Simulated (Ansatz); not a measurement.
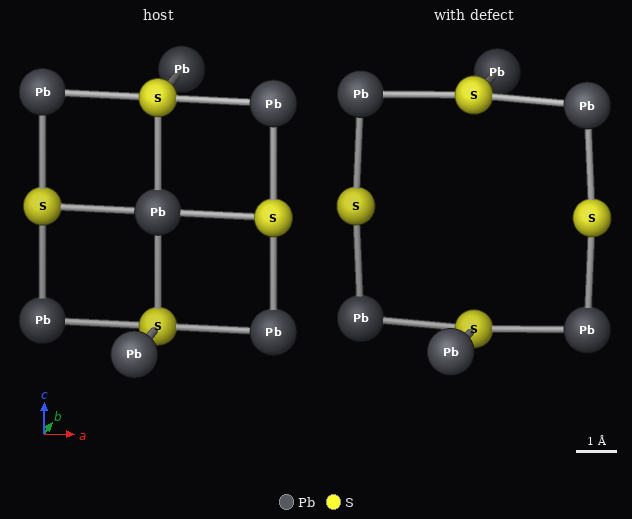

Left: perfect PbS. Right: the same region with one point defect, after relaxing the atoms in a supercell of 54 sites. Style: ball-and-stick. Shown: the atoms within 4.6 Å of one point, in a slice 4.2 Å thick across the line of sight, slightly off an axis.

Theory: DFT, PBE, plane-wave PAW, default files, scalar-relativistic in Ansatz 0.2.0. Settings: plane-wave cutoff 420 eV; k-point mesh 2 × 2 × 2; occupations fermi dirac; smearing width 0.01 eV; no spin polarisation. A uniform background neutralises the charged cell. The axes drawn are those of the host's conventional cell.

> What kind of defect was made?

A lead atom is taken out (a vacancy).

The charge state of the cell is −2.

> What does the relaxation do around it?

Around the empty Pb site the host had 6 S at 2.97 Å; after relaxation the nearest atoms are 6 S at 3.03 Å. Of the host's atoms, a lead atom moves furthest from its site, by 0.08 Å. Relaxing the atoms from the host's sites lowers the energy by 0.33 eV.

Limits of the set-up: the cell is charged, on a uniform background, and energies carry no finite-size correction.
